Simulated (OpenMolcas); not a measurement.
# W²⁺ among point charges: CASSCF levels and susceptibility

Aim: the splitting of the states of W²⁺ in the field of 3 point charges, its lowest levels with spin-orbit coupling and its magnetic susceptibility.

Method: state-averaged CASSCF, spin-orbit coupling by RASSI with atomic mean-field integrals. Code: OpenMolcas 26.06.

1 further run of the same task is left out (it didn't finish).

**1. What is computed**

* Species: W²⁺ (tungsten, Z = 74, 72 electrons)
* Basis: ANO-RCC-VDZP [7s6p4d2f1g], 68 functions
* Scalar Hamiltonian: DKH2, point nucleus
* Inactive shells: 1s 2s 2p 3s 3p 3d 4s 4p 4d 4f 5s 5p
* Active space: 4 electrons in 5 orbitals (5d)
* Some configurations of this space: 5d4
* Orbitals: optimised for each spin and parity, averaged over all roots

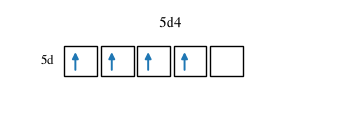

Occupation of the outer shells (arrows by Hund's rule).

The ion sits among 3 point charges of -2 e arranged as a planar triangle (D3h), 1.88 Å from the ion. The active orbitals were held to one l.

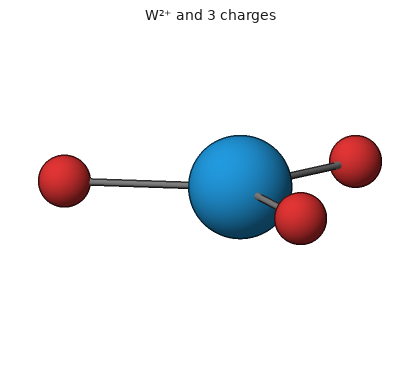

The ion and the point charges (red).

Each step is its own input file, run in one work folder so that later steps find the files of earlier ones. Labels, J, g values, rates, χT and fits are worked out afterwards by a script from the matrices that RASSI stores.

**2. GATEWAY and SEWARD: basis and integrals**

The input, a.inp:

```
&GATEWAY
Coord
1

W 0.0 0.0 0.0
Basis=ANO-RCC-VDZP
Group=NoSym
NoMove
AngMom=0.0 0.0 0.0
AMFI
XField
3 Angstrom 0
1.880000 0.000000 0.000000 -2.000000
-0.940000 1.628128 0.000000 -2.000000
-0.940000 -1.628128 0.000000 -2.000000
&SEWARD
```

The run is started by

```
> OMP_NUM_THREADS=1 MOLCAS_MEM=1689 MOLCAS_PROJECT=a pymolcas a.inp > a.log
```

**3. Reference wave functions, quintets, 5 roots**

The input, a.inp:

```
&RASSCF
FileOrb=start.orb
Symmetry=1
Spin=5
nActEl=4 0 0
Inactive=34
Ras2=5
CIRoot=5 5 1
SDav=5
CIMx=300
Iter=120 100
PrWF=0.3
OrbListing=Nothing
MaxOrb=0
SupSym
1
20 10 11 12 13 14 19 20 21 22 23 35 36 37 38 39 48 49 50 51 52
>>> COPY $Project.JobIph JOB001
```

start.orb holds the contracted functions of the basis, ordered by shell, or the orbitals of the step before.

**4. Reference wave functions, triplets, 45 roots**

The input, a.inp:

```
&RASSCF
FileOrb=start.orb
Symmetry=1
Spin=3
nActEl=4 0 0
Inactive=34
Ras2=5
CIRoot=45 45 1
SDav=45
CIMx=300
Iter=120 100
PrWF=0.3
OrbListing=Nothing
MaxOrb=0
SupSym
1
20 10 11 12 13 14 19 20 21 22 23 35 36 37 38 39 48 49 50 51 52
>>> COPY $Project.JobIph JOB002
```

**5. CASSCF: singlets, 50 roots**

The input, a.inp:

```
&RASSCF
FileOrb=start.orb
Symmetry=1
Spin=1
nActEl=4 0 0
Inactive=34
Ras2=5
CIRoot=50 50 1
SDav=50
CIMx=300
Iter=120 100
PrWF=0.3
OrbListing=Nothing
MaxOrb=0
SupSym
1
20 10 11 12 13 14 19 20 21 22 23 35 36 37 38 39 48 49 50 51 52
>>> COPY $Project.JobIph JOB003
```

**6. State interaction with spin-orbit coupling**

The input, a.inp:

```
&RASSI
NrOfJobIphs=3 5 45 50
1 2 3 4 5
1 2 3 4 5 6 7 8 9 10 11 12 13 14 15 16 17 18 19 20 21 22 23 24 25 26 27
28 29 30 31 32 33 34 35 36 37 38 39 40 41 42 43 44 45
1 2 3 4 5 6 7 8 9 10 11 12 13 14 15 16 17 18 19 20 21 22 23 24 25 26 27
28 29 30 31 32 33 34 35 36 37 38 39 40 41 42 43 44 45 46 47 48 49 50
IphNames
JOB001
JOB002
JOB003
EJob
SpinOrbit
DIPRint=1.0
SOCoupling=1000.0
Subsets=2
Property=9
'ANGMOM' 1 'ANGMOM' 2 'ANGMOM' 3 'MLTPL  1' 1 'MLTPL  1' 2 'MLTPL  1' 3
'AMFI' 1 'AMFI' 2 'AMFI' 3
SOProperty=3
'ANGMOM' 1 'ANGMOM' 2 'ANGMOM' 3
```

What does the calculation give? Wanted: spin-free ground state; first state of the same spin within the active space; lowest level; next level.

The runs gave:

```
                                            quantity                           value
                                              method                          CASSCF
                              spin-free ground state  3E, 2-fold in its orbital part
first state of the same spin within the active space                3A2 at 5160 cm⁻¹
                                        lowest level                       1-fold A1
                                          next level                     2925.0 cm⁻¹
                                         χT at 300 K                  0.17 cm³ K/mol
                           effective moment at 300 K                         1.17 μB
```

What this shows: The spin-free ground state (3E) comes to 39 % from free-ion F terms and has less than the highest spin computed. χT at 300 K is 0.17, against 1.00 cm³ K/mol for the spin alone, so spin-orbit coupling lowers it. The field of point charges can differ much from that of real complexes. With metal d orbitals alone active, the gaps between spin states are rough; where two lie within a few thousand cm-1, their order is open. Point charges carry no covalency, so the field is a model and not that of real ligands.
